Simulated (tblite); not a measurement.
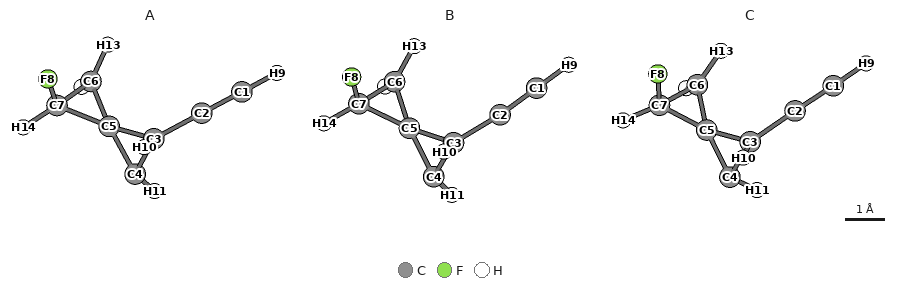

3 geometries from one relaxation of C$_{7}$H$_{6}$F (multiplicity 2), in shuffled order. The picture is a ball-and-stick view, seen at a tilt.

Level of theory: tblite 0.8.0, GFN2-xTB geometry optimisation, gas phase. 

> Put them in the order of the run, from the start to the converged end.

C, B, A. They are steps 0, 23, 58, at +58.7 kJ/mol, +2.23 kJ/mol relative to the last. Over 58 geometry steps the energy falls by 58.7 kJ/mol. The largest moves after the best rigid fit, 0.39 Å, are those of H atoms. Largest moves by element: H 0.39 Å, F 0.29 Å, C 0.28 Å. Among the contacts that change: C–C 1.410 → 1.485 Å, C–C 1.468 → 1.519 Å, C–C 1.453 → 1.500 Å, C–F 1.408 → 1.363 Å. Bond angles that change, for instance: C–C–H 117.2° → 131.1°, C–C–C 129.3° → 137.3°, C–C–H 112.0° → 118.7°. Cost: 1 s on 1 thread of AMD EPYC, on a shared host.
